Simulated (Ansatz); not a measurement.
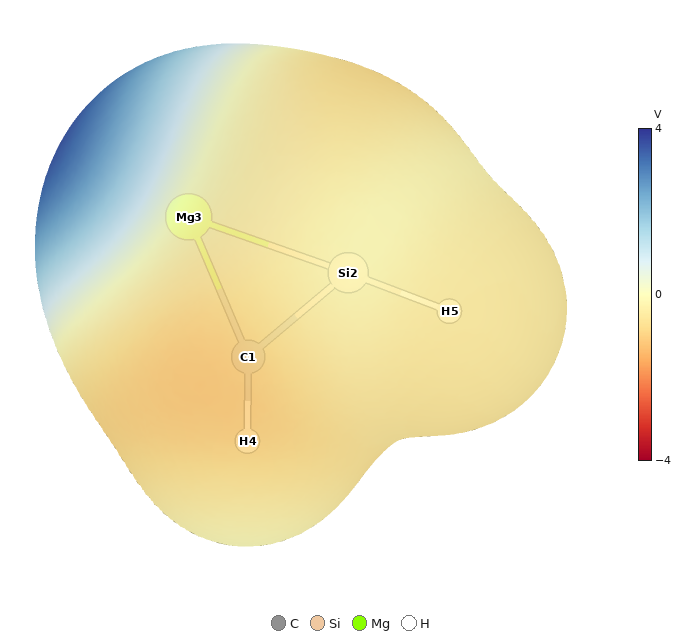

Figure. CH₂MgSi. The electrostatic potential painted on the density surface at 0.001 e/bohr³, seen at a tilt; red is negative and blue positive.

Geometry: PBE0-D4/def2-TZVP.

Theory: Ansatz, RKS PBE0-D4/def2-TZVPP.

```yaml
atoms:
  - { symbol: C, position_ang: [-0.5336, -0.6220, -0.1154] }
  - { symbol: Si, position_ang: [0.6575, 0.6618, 0.1636] }
  - { symbol: Mg, position_ang: [0.9643, -1.6095, 0.7701] }
  - { symbol: H, position_ang: [-1.5156, -0.5357, -0.5807] }
  - { symbol: H, position_ang: [0.4274, 2.1055, -0.2377] }
```

### Which sites attract a positive test charge, and which a negative one?

A positive charge is drawn to the negative regions and a negative charge to the positive ones. The most negative region (about −1.1 V) lies over the π face of C1, the most positive (about +3.7 V) over Mg3.
